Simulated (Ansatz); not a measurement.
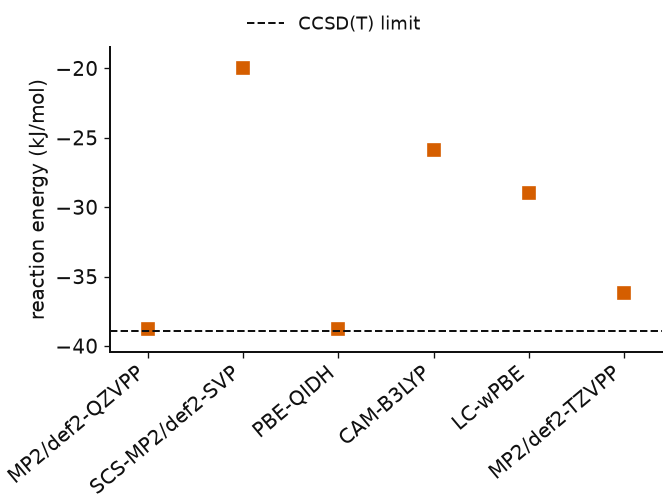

Electronic reaction energy of GaHSF₂ ([F][Ga]([F])[SH]) + HCl (Cl) → GaHSClF ([F][Ga]([SH])[Cl]) + HF (F) (SMILES in brackets) at several levels (functionals in def2-TZVPP unless a basis is named), isolated molecules at PBE0-D4 triple-zeta geometries, minima by their frequencies, no zero-point or thermal terms, the Ansatz code. The line is frozen-core CCSD(T) at the basis limit (MP2 extrapolated from triple and quadruple zeta, plus CCSD(T) less MP2 in a smaller set). PBE-QIDH holds a correlation term that converges slowly with the basis, so part of the distance to the limit is basis error. No dispersion term is added to PBE-QIDH. The distance of MP2/def2-QZVPP, SCS-MP2/def2-SVP and MP2/def2-TZVPP to the limit includes basis error. The limit lies 6.1 kJ/mol from CCSD(T)/def2-TZVPP, so the line itself is uncertain by a part of that.

**What do zero-point energy and temperature add?**

Zero-point change 4.9 kJ/mol; at 298.15 K and 1 bar the CCSD(T) limit plus thermal terms gives an enthalpy of reaction of −33.3 and a free energy of −32.7 kJ/mol (harmonic PBE0-D4 modes, ideal gas).

**Which level comes closest to the line (CCSD(T) limit), and which misses most?**

Closest MP2/def2-QZVPP (−38.8 kJ/mol), against −38.9 kJ/mol; farthest SCS-MP2/def2-SVP (−20.0 kJ/mol).

Known limits of this run: no scalar relativity up to krypton; outer-core shells are correlated without core-valence functions, which makes the correlated values less sure.
